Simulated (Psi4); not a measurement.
# CEPA(3)/LANL2DZ (core potential, Cartesian functions) run of SnNH5 (Sn(NH2)H3)

Aim: the energy change on altering one bond length of SnNH5 (Sn(NH2)H3) at CEPA(3)/LANL2DZ (core potential, Cartesian functions), from 2 runs. 

The calculation is run with Psi4 1.11.

1 further run of the same task is left out (set aside as unsound or not needed).

### 1 The molecule

SnNH5 has 7 atoms, charge 0, and is taken as a singlet. SMILES: `[H][Sn]([H])([H])[NH2]`. The shape comes from GFN2-xTB, which is rough for such elements, and wasn't checked as a minimum.

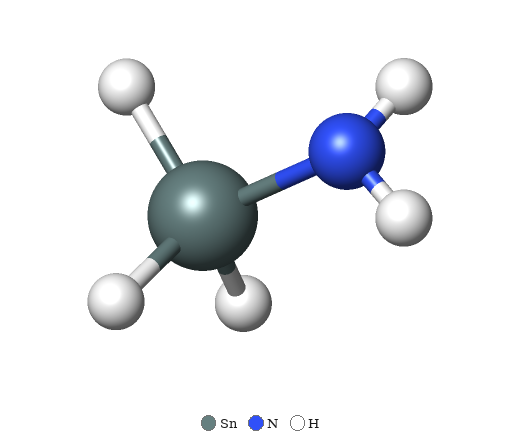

The structure, seen from a chosen angle (tin teal, nitrogen blue, hydrogen white).

### 2 A single-point energy at CEPA(3)/LANL2DZ (core potential, Cartesian functions)

Contents of job.in:

```
memory 1600 mb

molecule {
  0 1
  Sn    -0.002930     0.001590    -0.763630
  N      0.111900     0.224860     1.218650
  H      0.691400    -0.443590     1.706560
  H     -0.767260     0.270880     1.712930
  H      1.563610    -0.007840    -1.282300
  H     -0.813190     1.336030    -1.296130
  H     -0.783530    -1.381930    -1.296080
}

set basis LANL2DZ
set scf_type direct
set num_frozen_docc 0

energy('cepa(3)')
```

The run is started by

```
$ psi4 -n 1 job.in job.out
```

job.out:

```text
[...]
    !!!  WARNING: ECP capability is in beta. Please check occupations closely.  !!!
[...]
  Running in c1 symmetry.
[...]
  Nuclear repulsion =   25.775698544296763
[...]
  Multiplicity = 1
[...]
  Nalpha       = 8
  Nbeta        = 8
[...]
    Number of basis functions: 27
[...]
   @DF-RHF iter   1:   -60.45772200371555   -9.49708e-01   1.59842e-02 ADIIS/DIIS
[...]
   @RHF iter  15:   -60.55788904637040   -2.70006e-13   3.96408e-09 DIIS
[...]
    Orbital Energies [Eh]
    ---------------------
    Doubly Occupied:
       1A    -15.522982     2A     -1.110797     3A     -0.682783
       4A     -0.630314     5A     -0.508401     6A     -0.459961
       7A     -0.455937     8A     -0.385207
[...]
  @RHF Final Energy:   -60.55788904637040
   => Energetics <=
    Nuclear Repulsion Energy =             25.7756985442967625
    One-Electron Energy =                -133.1544122928210356
    Two-Electron Energy =                  46.8208247021538781
    Total Energy =                        -60.5578890463703985
[...]
 Multipole Moments:
 ------------------------------------------------------------------------------------
     Multipole            Electronic (a.u.)      Nuclear  (a.u.)        Total (a.u.)
 ------------------------------------------------------------------------------------
 L = 1.  Multiply by 2.5417464519 to convert [e a0] to [Debye]
 Dipole X            :         -1.3136353            1.0115172           -0.3021181
 Dipole Y            :         -2.4962835            1.8815404           -0.6147431
 Dipole Z            :        -25.8557566           25.7991763           -0.0565803
 Magnitude           :                                                    0.6873033
[...]
      * SCS-MP2 total energy:                  -60.727965788756
[...]
      * MP2 total energy:                      -60.721374751828
[...]
```

Run time: 4.2 s. Hardware: 1 thread of Intel Xeon Platinum 8488C (Sapphire Rapids), shared host; peak memory 0.2 GiB.

### 3 The distorted shape, same level

Contents of job.in:

```
memory 1600 MB

molecule {
  0 1
  Sn    -0.77209674     0.88722831    -2.08845728
  N     -0.55509949     1.30914746     1.65750902
  H      1.30655664    -0.83826361     3.22493102
  H     -2.21647111     1.39611265     2.59156285
  H      2.18823482     0.86940819    -3.06860153
  H     -2.30326623     3.40895443    -3.09473644
  H     -2.24721695    -1.72724558    -3.09464196
  units au
}

set {
  basis LANL2DZ
  scf_type direct
  num_frozen_docc 0
}

E, wfn = energy('cepa(3)', return_wfn=True)
```

The run is started by

```
$ psi4 -i job.in -o job.out -n 1
```

job.out:

```text
[...]
    !!!  WARNING: ECP capability is in beta. Please check occupations closely.  !!!
[...]
  Running in c1 symmetry.
[...]
  Nuclear repulsion =   23.983126075297033
[...]
  Multiplicity = 1
[...]
  Nalpha       = 8
  Nbeta        = 8
[...]
    Number of basis functions: 27
[...]
   @DF-RHF iter   1:   -60.26953448506434   -1.10624e+00   1.74436e-02 DIIS/ADIIS
[...]
   @RHF iter  18:   -60.41692466496789   -4.05009e-13   4.60740e-09 DIIS
[...]
    Orbital Energies [Eh]
    ---------------------
    Doubly Occupied:
       1A    -15.575162     2A     -1.063915     3A     -0.683327
       4A     -0.553555     5A     -0.474215     6A     -0.460794
       7A     -0.424737     8A     -0.383487
[...]
  @RHF Final Energy:   -60.41692466496789
   => Energetics <=
    Nuclear Repulsion Energy =             23.9831260752970330
    One-Electron Energy =                -129.5617182996910515
    Two-Electron Energy =                  45.1616675594261210
    Total Energy =                        -60.4169246649678939
[...]
 Multipole Moments:
 ------------------------------------------------------------------------------------
     Multipole            Electronic (a.u.)      Nuclear  (a.u.)        Total (a.u.)
 ------------------------------------------------------------------------------------
 L = 1.  Multiply by 2.5417464519 to convert [e a0] to [Debye]
 Dipole X            :         -2.0897307            1.6891139           -0.4006168
 Dipole Y            :         -1.6244124            1.0999353           -0.5244771
 Dipole Z            :        -26.5675265           26.3696794           -0.1978471
 Magnitude           :                                                    0.6889946
[...]
      * SCS-MP2 total energy:                  -60.611790352963
[...]
      * MP2 total energy:                      -60.603912759613
[...]
```

Wall time 3.9 s (1 thread of Intel Xeon Platinum 8488C (Sapphire Rapids), shared host); peak memory 0.2 GiB.

### 4 What came out

Level: CEPA(3)/LANL2DZ (core potential, Cartesian functions).

| quantity | value |
| --- | --- |
| first shape: total energy | -60.74386 Eh |
| first shape: HOMO energy (Hartree–Fock orbitals) | -10.48 eV |
| first shape: LUMO energy (Hartree–Fock orbitals) | 2.89 eV |
| first shape: HOMO–LUMO gap (Hartree–Fock orbitals) | 13.37 eV |
| first shape: correlation energy | -186.0 mEh |
| distorted shape: total energy | -60.63488 Eh |
| distorted shape: HOMO energy (Hartree–Fock orbitals) | -10.44 eV |
| distorted shape: LUMO energy (Hartree–Fock orbitals) | 1.71 eV |
| distorted shape: HOMO–LUMO gap (Hartree–Fock orbitals) | 12.15 eV |
| distorted shape: correlation energy | -218.0 mEh |
| energy change with the N2–H3 bond stretched from 1.010 to 1.718 Å | 2.965 eV |

**Reading.** With the N2–H3 bond stretched from 1.010 to 1.718 Å the energy rises by 2.97 eV (68 kcal/mol). The first shape isn't relaxed at this level, so the change isn't measured from a minimum.
